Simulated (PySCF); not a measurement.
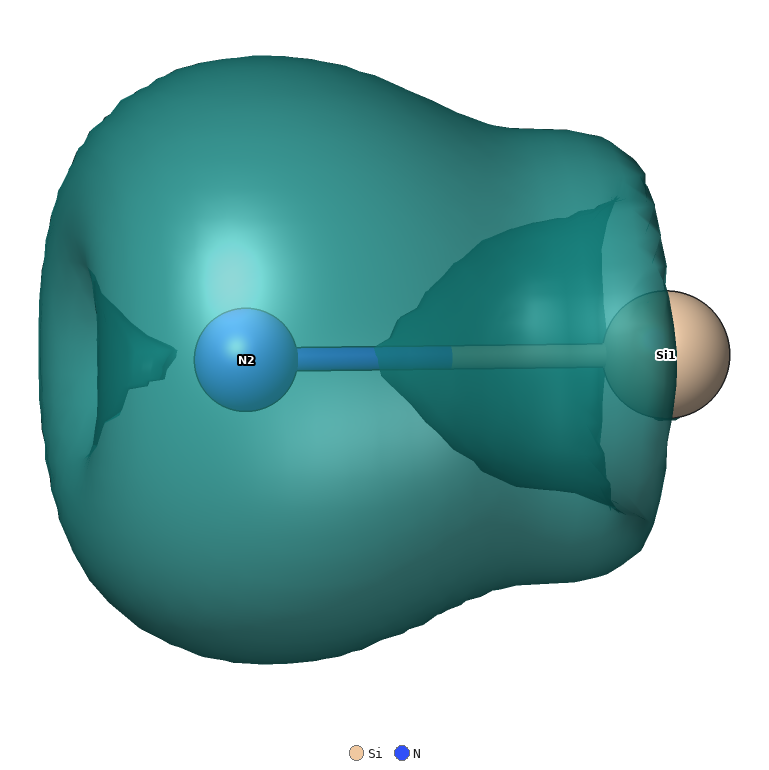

Figure 1: SiN (charge +1, triplet). Isosurfaces of the spin density at +0.04 (teal) and −0.04 e/Å³ (pink), seen from one side.

Computed with PySCF, PBE0/6-311G(d,p), non-relativistic, at a bond length of 1.795 Å.

```
atom   x (Å)   y (Å)    z (Å)
  Si  0.0000  0.0000  -0.5987
   N  0.0000  0.0000   1.1963
```

Question: Where is the unpaired spin?

Answer: The unpaired spin (2 electrons) lies mostly on N2 (about 1.6) and Si1 (about 0.4), in electrons by Hirshfeld's partition.
